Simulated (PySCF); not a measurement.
```xyz
18

C    -2.1031    2.0828    0.3009
C    -1.6034    0.9982    0.2050
C    -1.0220   -0.3068    0.0874
C     0.4312   -0.3724   -0.0434
C     1.2565    0.7419   -0.0631
C     2.5882    0.7018   -0.1844
C     3.8718    0.6706   -0.3020
C    -1.8671   -1.3488   -0.6419
C    -1.7353   -1.4289    0.8373
H    -2.5349    3.0350    0.3845
H     0.8676   -1.3564   -0.1293
H     0.7906    1.7177    0.0273
H     4.5326    0.6131    0.5541
H     4.3686    0.7053   -1.2636
H    -1.3431   -2.0709   -1.2497
H    -2.8059   -1.0154   -1.0574
H    -1.1177   -2.2068    1.2605
H    -2.5833   -1.1535    1.4459
```

Geometry: GFN2-xTB.

These are results of UKS B3LYP, pcH-1 on C H, non-relativistic, mean-field spin-orbit, GIAO in PySCF, not measurements.

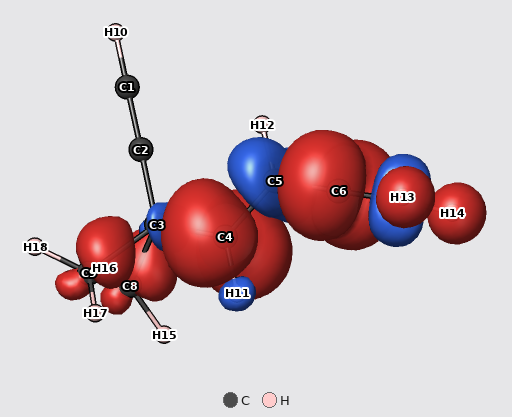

C₉H₉ (SMILES C#CC1([CH]C=C=C)CC1) (doublet). Isosurfaces of the spin density (α minus β) at +0.015 (red) and −0.015 e/Å³ (blue), seen at a tilt.

Which atoms carry the spin?

Answer. The unpaired spin (1 electron) lies mostly on C4 (about 0.4) and C6 (about 0.4), in electrons by Hirshfeld's partition.
